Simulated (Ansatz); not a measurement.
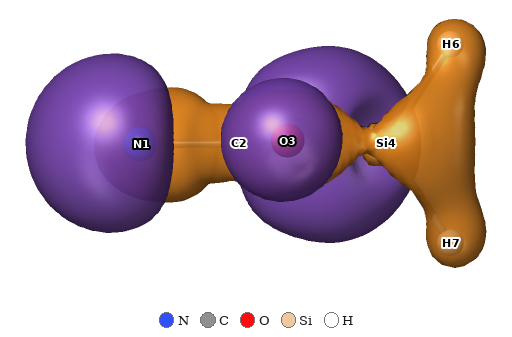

CH$_{3}$NOSi (SMILES N=C1O[SiH2]1). One frontier orbital at ±0.1 Å⁻³ᐟ² (orange and purple are the two phases), seen at a tilt.

Theory: RKS B3LYP/cc-pVDZ (Ansatz).

```xyz
7

N    -1.0989   -1.5868   -0.4147
C    -0.3149   -0.6687   -0.0629
O     0.7708   -0.7425    0.7766
Si    0.5823    0.9203    0.1990
H    -1.8131   -1.2173   -1.0509
H     0.2019    1.9023    1.2493
H     1.6719    1.3929   -0.6964
```

**Which orbital is it: HOMO or LUMO?**

The HOMO, at −6.79 eV. By Hirshfeld shares it lies mainly on N1 (about 40 %), Si4 (about 20 %), C2 (about 15 %) and O3 (about 15 %).
